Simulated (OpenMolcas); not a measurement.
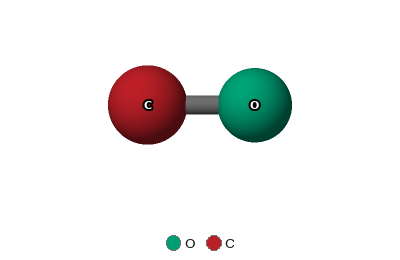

The molecule at the reference distance of 1.130 Å.

**Relativistic diatomic calculation: OC (part 1 of 2)**

- system: OC.
- method: SA-CASSCF(8,7)/XMS-CASPT2 + RASSI spin-orbit (X2C scalar, AMFI), ANO-RCC-VTZP (OpenMolcas)

### The input
```
&GATEWAY
Coord
2
angstrom
O 0.0 0.0 0.0
C 0.0 0.0 1.1300
Basis=ANO-RCC-VTZP
Group=XY
RX2C
AMFI
ANGMom
0.0 0.0 0.0
RICD
&SEWARD
&GUESSORB
&RASSCF
FileOrb=$CurrDir/o11.orb
Symmetry=1
Spin=1
nActEl=8 0 0
Inactive=3 0
RAS2=3 4
CIRoot=1 1 1
Linear
Iterations=120 100
OrbListing=Nothing
PRWF=0.15
>>COPY $Project.RasOrb $CurrDir/o11.orb
>>COPY $Project.rasscf.h5 $CurrDir/r11.h5
&CASPT2
XMultistate=all
Imaginary=0.2
IPEA=0.25
MaxIter=40
>>COPY $Project.JobMix JOB001
&RASSCF
FileOrb=$CurrDir/o32.orb
Symmetry=2
Spin=3
nActEl=8 0 0
Inactive=3 0
RAS2=3 4
CIRoot=2 2 1
Linear
Iterations=120 100
OrbListing=Nothing
PRWF=0.15
>>COPY $Project.RasOrb $CurrDir/o32.orb
>>COPY $Project.rasscf.h5 $CurrDir/r32.h5
&CASPT2
XMultistate=all
Imaginary=0.2
IPEA=0.25
MaxIter=40
>>COPY $Project.JobMix JOB002
&RASSCF
FileOrb=$CurrDir/o31.orb
Symmetry=1
Spin=3
nActEl=8 0 0
Inactive=3 0
RAS2=3 4
CIRoot=3 3 1
Linear
Iterations=120 100
OrbListing=Nothing
PRWF=0.15
>>COPY $Project.RasOrb $CurrDir/o31.orb
>>COPY $Project.rasscf.h5 $CurrDir/r31.h5
&CASPT2
XMultistate=all
Imaginary=0.2
IPEA=0.25
MaxIter=40
>>COPY $Project.JobMix JOB003
&RASSCF
FileOrb=$CurrDir/o12.orb
Symmetry=2
Spin=1
nActEl=8 0 0
Inactive=3 0
RAS2=3 4
CIRoot=2 2 1
Linear
Iterations=120 100
OrbListing=Nothing
PRWF=0.15
>>COPY $Project.RasOrb $CurrDir/o12.orb
>>COPY $Project.rasscf.h5 $CurrDir/r12.h5
&CASPT2
XMultistate=all
Imaginary=0.2
IPEA=0.25
MaxIter=40
>>COPY $Project.JobMix JOB004
&RASSI
Nr of JobIphs=4 1 2 3 2
1
1 2
1 2 3
1 2
SpinOrbit
EJob
Omega
MEES
MESO
Properties=4
'AngMom' 3 'Mltpl  1' 1 'Mltpl  1' 2 'Mltpl  1' 3
Thrs=1.0d-4
>>COPY $Project.rassi.h5 $CurrDir/so.h5
```

The first orbital files come from an earlier step.

Command:
```bash
pymolcas m.inp (one call a module block, same work directory)
```

### The program's output (extracts)
```
++    Wave function specifications:
      Number of closed shell electrons           6
      Number of electrons in active shells       8
      Number of inactive orbitals                3
      Number of active orbitals                  7
      Number of secondary orbitals              50
      Spin quantum number                      0.0
      State symmetry                             1
++    Orbital specifications:
      Symmetry species                           1   2
                                                 a   b
      Frozen orbitals                            0   0
      Inactive orbitals                          3   0
      Active orbitals                            3   4
      RAS2 orbitals                              3   4
      Secondary orbitals                        26  24
      Number of basis functions                 32  28
      printout of CI-coefficients larger than  0.15 for root  1
      energy=    -112.983656
      conf/sym  111 2222     Coeff  Weight
           130  022 0022   0.97143 0.94369
      Natural orbitals and occupation numbers for root  1
      sym 1:   0.019388   1.991227   1.981294
      sym 2:   0.048492   0.048492   1.955553   1.955553
      RASSCF energy for state  1                   -112.98365592
::    RASSCF root number  1 Total energy:   -112.98365592
      Von Neumann Entropy (Root   1) =  0.40821
++    Wave function specifications:
      Number of closed shell electrons           2
      Number of electrons in active shells       8
      Number of inactive orbitals                1
      Number of active orbitals                  7
      Number of secondary orbitals              50
      Spin quantum number                      0.0
      State symmetry                             1
      Number of CSFs                           254
      Number of CASSCF root(s) available         1
      CASPT2 state passed to geometry opt.       1
      A file JOBMIX will be created
      This is a CASSCF or RASSCF reference function
  FINAL CASPT2 RESULT:
      Reference energy:        -112.9836559164
      E2 (Non-variational):      -0.2197767537
      Shift correction:          -0.0005844634
      E2 (Variational):          -0.2203612171
      Total energy:            -113.2040171335
      Reference weight:           0.95154
++    Wave function specifications:
      Number of closed shell electrons           6
      Number of electrons in active shells       8
      Number of inactive orbitals                3
      Number of active orbitals                  7
      Number of secondary orbitals              50
      Spin quantum number                      1.0
      State symmetry                             2
      printout of CI-coefficients larger than  0.15 for root  1
      energy=    -112.728112
      conf/sym  111 2222     Coeff  Weight
           222  02u u022  -0.79580 0.63329
           273  02u 0u22  -0.54497 0.29699
      printout of CI-coefficients larger than  0.15 for root  2
      energy=    -112.728112
      conf/sym  111 2222     Coeff  Weight
           222  02u u022  -0.54497 0.29699
           273  02u 0u22   0.79580 0.63329
      Natural orbitals and occupation numbers for root  1
      sym 1:   0.016531   1.980178   1.002535
      sym 2:   1.014961   0.075537   1.984210   1.926048
      Natural orbitals and occupation numbers for root  2
      sym 1:   0.016531   1.980178   1.002535
      sym 2:   0.075537   1.014961   1.926048   1.984210
      RASSCF energy for state  2                   -112.72811189
::    RASSCF root number  1 Total energy:   -112.72811190
::    RASSCF root number  2 Total energy:   -112.72811189
      Von Neumann Entropy (Root   1) =  1.30967
++    Wave function specifications:
      Number of closed shell electrons           2
      Number of electrons in active shells       8
      Number of inactive orbitals                1
      Number of active orbitals                  7
      Number of secondary orbitals              50
      Spin quantum number                      1.0
      State symmetry                             2
      Number of CSFs                           300
      Number of CASSCF root(s) available         2
      CASPT2 state passed to geometry opt.       2
      A file JOBMIX will be created
      This is a MULTI-STATE CASSCF reference
      Number of CI roots used                    2
      These are:                                 1   2
      Off-diagonal elements of Heff are computed
  FINAL CASPT2 RESULT:
      Reference energy:        -112.7281118950
      E2 (Non-variational):      -0.2507867426
      Shift correction:          -0.0012041549
      E2 (Variational):          -0.2519908975
      Total energy:            -112.9801027925
      Reference weight:           0.93869
  FINAL CASPT2 RESULT:
      Reference energy:        -112.7281118939
      E2 (Non-variational):      -0.2507867429
      Shift correction:          -0.0012041549
      E2 (Variational):          -0.2519908978
      Total energy:            -112.9801027917
      Reference weight:           0.93869
       Total XMS-CASPT2 energies:
::    XMS-CASPT2 Root  1     Total energy:   -112.98010279
::    XMS-CASPT2 Root  2     Total energy:   -112.98010279
++    Wave function specifications:
      Number of closed shell electrons           6
      Number of electrons in active shells       8
      Number of inactive orbitals                3
      Number of active orbitals                  7
      Number of secondary orbitals              50
      Spin quantum number                      1.0
      State symmetry                             1
      printout of CI-coefficients larger than  0.15 for root  1
      energy=    -112.649210
      conf/sym  111 2222     Coeff  Weight
           105  022 u0u2   0.69527 0.48340
           149  022 0u2u  -0.69527 0.48340
      printout of CI-coefficients larger than  0.15 for root  2
      energy=    -112.614084
      conf/sym  111 2222     Coeff  Weight
           105  022 u0u2  -0.69151 0.47818
           149  022 0u2u  -0.69151 0.47818
      printout of CI-coefficients larger than  0.15 for root  3
      energy=    -112.614084
      conf/sym  111 2222     Coeff  Weight
           102  022 u02u   0.69151 0.47818
           150  022 0uu2  -0.69151 0.47818
      Natural orbitals and occupation numbers for root  1
      sym 1:   0.016714   1.985472   1.976297
      sym 2:   0.521700   0.521700   1.489059   1.489059
      Natural orbitals and occupation numbers for root  2
      sym 1:   0.014351   1.987677   1.973696
      sym 2:   0.519721   0.519721   1.492417   1.492417
      Natural orbitals and occupation numbers for root  3
      sym 1:   0.014351   1.987677   1.973696
      sym 2:   0.519721   0.519721   1.492416   1.492417
      RASSCF energy for state  3                   -112.61408367
::    RASSCF root number  1 Total energy:   -112.64920977
::    RASSCF root number  2 Total energy:   -112.61408367
::    RASSCF root number  3 Total energy:   -112.61408367
      Von Neumann Entropy (Root   1) =  1.73029
++    Wave function specifications:
      Number of closed shell electrons           2
      Number of electrons in active shells       8
      Number of inactive orbitals                1
      Number of active orbitals                  7
      Number of secondary orbitals              50
      Spin quantum number                      1.0
      State symmetry                             1
      Number of CSFs                           288
      Number of CASSCF root(s) available         3
      CASPT2 state passed to geometry opt.       3
      A file JOBMIX will be created
      This is a MULTI-STATE CASSCF reference
      Number of CI roots used                    3
      These are:                                 1   2   3
      Off-diagonal elements of Heff are computed
  FINAL CASPT2 RESULT:
      Reference energy:        -112.6492097707
      E2 (Non-variational):      -0.2448847974
      Shift correction:          -0.0008903498
      E2 (Variational):          -0.2457751472
      Total energy:            -112.8949849179
      Reference weight:           0.94151
  FINAL CASPT2 RESULT:
      Reference energy:        -112.6140836734
      E2 (Non-variational):      -0.2483465316
      Shift correction:          -0.0009105010
      E2 (Variational):          -0.2492570326
      Total energy:            -112.8633407060
      Reference weight:           0.94118
  FINAL CASPT2 RESULT:
      Reference energy:        -112.6140836734
      E2 (Non-variational):      -0.2483660718
      Shift correction:          -0.0009124387
      E2 (Variational):          -0.2492785105
      Total energy:            -112.8633621840
      Reference weight:           0.94112
       Total XMS-CASPT2 energies:
::    XMS-CASPT2 Root  1     Total energy:   -112.89498492
::    XMS-CASPT2 Root  2     Total energy:   -112.86336223
::    XMS-CASPT2 Root  3     Total energy:   -112.86334066
++    Wave function specifications:
      Number of closed shell electrons           6
      Number of electrons in active shells       8
      Number of inactive orbitals                3
      Number of active orbitals                  7
      Number of secondary orbitals              50
      Spin quantum number                      0.0
      State symmetry                             2
      printout of CI-coefficients larger than  0.15 for root  1
      energy=    -112.626810
      conf/sym  111 2222     Coeff  Weight
           159  02u d022  -0.96071 0.92296
      printout of CI-coefficients larger than  0.15 for root  2
      energy=    -112.626810
      conf/sym  111 2222     Coeff  Weight
           160  02u 0d22   0.96071 0.92296
      Natural orbitals and occupation numbers for root  1
      sym 1:   0.020732   1.956103   1.020169
      sym 2:   1.029484   0.063798   1.968316   1.941398
      Natural orbitals and occupation numbers for root  2
      sym 1:   0.020732   1.956103   1.020169
      sym 2:   0.063798   1.029484   1.941398   1.968316
      RASSCF energy for state  2                   -112.62680966
::    RASSCF root number  1 Total energy:   -112.62680966
::    RASSCF root number  2 Total energy:   -112.62680966
      Von Neumann Entropy (Root   1) =  1.31107
++    Wave function specifications:
      Number of closed shell electrons           2
      Number of electrons in active shells       8
      Number of inactive orbitals                1
      Number of active orbitals                  7
      Number of secondary orbitals              50
      Spin quantum number                      0.0
      State symmetry                             2
      Number of CSFs                           236
      Number of CASSCF root(s) available         2
      CASPT2 state passed to geometry opt.       2
      A file JOBMIX will be created
      This is a MULTI-STATE CASSCF reference
      Number of CI roots used                    2
      These are:                                 1   2
      Off-diagonal elements of Heff are computed
  FINAL CASPT2 RESULT:
      Reference energy:        -112.6268096623
      E2 (Non-variational):      -0.2668230250
      Shift correction:          -0.0016031965
      E2 (Variational):          -0.2684262215
      Total energy:            -112.8952358838
      Reference weight:           0.93009
  FINAL CASPT2 RESULT:
      Reference energy:        -112.6268096613
      E2 (Non-variational):      -0.2668230417
      Shift correction:          -0.0016031967
      E2 (Variational):          -0.2684262384
      Total energy:            -112.8952358996
      Reference weight:           0.93009
       Total XMS-CASPT2 energies:
::    XMS-CASPT2 Root  1     Total energy:   -112.89523590
::    XMS-CASPT2 Root  2     Total energy:   -112.89523588
  SPIN-FREE ENERGIES:
  (Shifted by EMIN (a.u.) =       -113.2040171335)
 SF State       Relative EMIN(au)   Rel lowest level(eV)    D:o, cm**(-1)      Abs_M
     1             0.0000000000        0.0000000000              0.0000         0.0
     2             0.2239143409        6.0930196170          49143.5174         1.0
     3             0.2239143419        6.0930196445          49143.5177         1.0
     7             0.3087812339        8.4023654220          67769.6475         1.0
     8             0.3087812497        8.4023658521          67769.6510         1.0
     4             0.3090322157        8.4091949826          67824.7316         0.0
     5             0.3406549019        9.2696921130          74765.1090         2.0
     6             0.3406764752        9.2702791508          74769.8438         2.0
++ Dipole transition strengths (spin-free states):
     for osc. strength at least  1.00000000E-05
      From   To        Osc. strength     Einstein coefficients Ax, Ay, Az (sec-1)    Total A (sec-1)
         1    7       1.09377385E-01  3.34861579E+08  2.12024253E+05  0.00000000E+00  3.35073603E+08
         1    8       1.09377382E-01  2.12024179E+05  3.34861605E+08  0.00000000E+00  3.35073629E+08
         2    4       4.05959628E-03  4.23878443E+05  5.21129094E+05  0.00000000E+00  9.45007536E+05
         2    5       3.43013944E-03  1.44300229E+06  5.89848356E+04  0.00000000E+00  1.50198712E+06
         2    6       3.43077452E-03  5.90176099E+04  1.44380288E+06  0.00000000E+00  1.50282049E+06
         3    4       4.05959614E-03  5.21128981E+05  4.23878500E+05  0.00000000E+00  9.45007481E+05
         3    5       3.43014126E-03  5.89849514E+04  1.44300294E+06  0.00000000E+00  1.50198790E+06
         3    6       3.43077408E-03  1.44380264E+06  5.90176298E+04  0.00000000E+00  1.50282027E+06
 Electric-quadrupole - electric-quadrupole not included
 Electric-dipole - electric-octupole not included
 Electric-dipole - magnetic-quadrupole not included
   Eigenvalues of complex Hamiltonian:
  (Shifted by EMIN (a.u.) =       -113.2040171335)
 SO State       Relative EMIN(au)   Rel lowest level(eV)    D:o, cm**(-1)      Omega
     1            -0.0000002230        0.0000000000              0.0000         0.0
     2             0.2236954614        6.0870696689          49095.5279         0.0
     3             0.2236957560        6.0870776843          49095.5925         0.0
     4             0.2239138237        6.0930116102          49143.4529         1.0
     5             0.2239138247        6.0930116376          49143.4531         1.0
     6             0.2241331199        6.0989789621          49191.5828         2.0
     7             0.2241331198        6.0989789620          49191.5828         2.0
     8             0.3087527725        8.4015970130          67763.4499         1.0
     9             0.3087527868        8.4015974032          67763.4530         1.0
    10             0.3090322872        8.4092029980          67824.7963         0.0
    11             0.3090606505        8.4099748025          67831.0213         1.0
    12             0.3090606520        8.4099748424          67831.0216         1.0
    13             0.3405672424        9.2673128419          74745.9189         3.0
    14             0.3405672424        9.2673128419          74745.9189         3.0
    15             0.3406549320        9.2696989972          74765.1645         2.0
    16             0.3406765052        9.2702860349          74769.8993         2.0
    17             0.3407646785        9.2726853540          74789.2511         1.0
    18             0.3407646785        9.2726853540          74789.2511         1.0
 Weights of the five most important spin-orbit-free states for each spin-orbit state.
 SO State  Total energy (au)           Spin-free states, spin, and weights
    1        -0.000000       1 0.0  1.0000    3 1.0  0.0000    2 1.0  0.0000    5 1.0  0.0000    6 1.0  0.0000
    2         0.223695       2 1.0  0.5000    3 1.0  0.5000    4 1.0  0.0000    6 1.0  0.0000    5 1.0  0.0000
    3         0.223696       2 1.0  0.5000    3 1.0  0.5000    1 0.0  0.0000    5 1.0  0.0000    6 1.0  0.0000
    4         0.223914       2 1.0  1.0000    7 0.0  0.0000    8 0.0  0.0000    4 1.0  0.0000    5 1.0  0.0000
    5         0.223914       3 1.0  1.0000    8 0.0  0.0000    7 0.0  0.0000    4 1.0  0.0000    5 1.0  0.0000
    6         0.224133       3 1.0  0.5000    2 1.0  0.5000    6 1.0  0.0000    4 1.0  0.0000    1 0.0  0.0000
    7         0.224133       3 1.0  0.5000    2 1.0  0.5000    5 1.0  0.0000    1 0.0  0.0000    4 1.0  0.0000
    8         0.308753       7 0.0  0.9077    4 1.0  0.0922    5 1.0  0.0000    6 1.0  0.0000    2 1.0  0.0000
    9         0.308753       8 0.0  0.9077    4 1.0  0.0923    5 1.0  0.0000    6 1.0  0.0000    3 1.0  0.0000
   10         0.309032       4 1.0  1.0000    3 1.0  0.0000    2 1.0  0.0000    1 0.0  0.0000    6 1.0  0.0000
   11         0.309061       4 1.0  0.9078    7 0.0  0.0922    2 1.0  0.0000    3 1.0  0.0000    5 1.0  0.0000
   12         0.309061       4 1.0  0.9077    8 0.0  0.0922    3 1.0  0.0000    2 1.0  0.0000    5 1.0  0.0000
   13         0.340567       5 1.0  0.5546    6 1.0  0.4454    7 0.0  0.0000    8 0.0  0.0000    3 1.0  0.0000
   14         0.340567       5 1.0  0.5546    6 1.0  0.4454    7 0.0  0.0000    8 0.0  0.0000    3 1.0  0.0000
   15         0.340655       5 1.0  1.0000    3 1.0  0.0000    2 1.0  0.0000    1 0.0  0.0000    4 1.0  0.0000
   16         0.340677       6 1.0  1.0000    3 1.0  0.0000    2 1.0  0.0000    1 0.0  0.0000    4 1.0  0.0000
   17         0.340765       6 1.0  0.5546    5 1.0  0.4454    8 0.0  0.0000    7 0.0  0.0000    3 1.0  0.0000
   18         0.340765       6 1.0  0.5546    5 1.0  0.4454    8 0.0  0.0000    7 0.0  0.0000    3 1.0  0.0000
```

(Continued in part 2.) Outcome of the run: converged.
